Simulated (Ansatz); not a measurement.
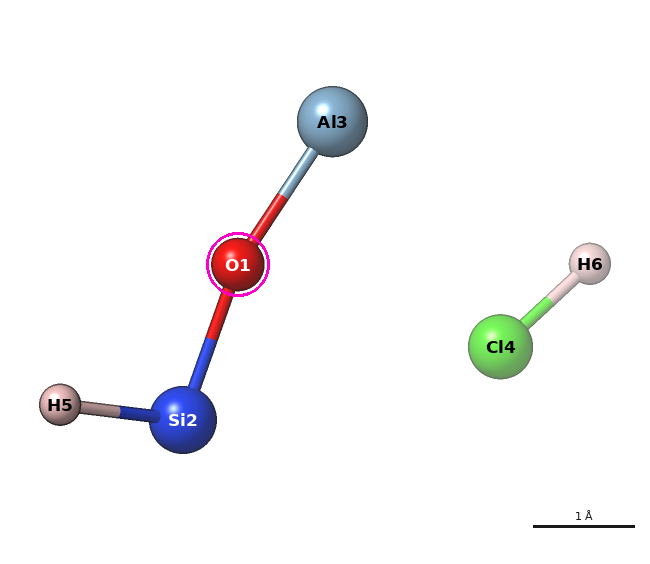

Orthographic view. Atoms fade into the background with distance from the viewer. Computed geometry: PBE0-D4/def2-TZVP optimisation. No frequency run is at hand to confirm it as a minimum.

### Name the neighbours of the circled atom.

The circled atom is O1; it is bonded to Si2, Al3.

### Which atom is nearest the viewer?

H5, 1.6 Å in front of the mean position.

### Which two atoms are farthest apart in space?

H5 and H6, 6.49 Å.
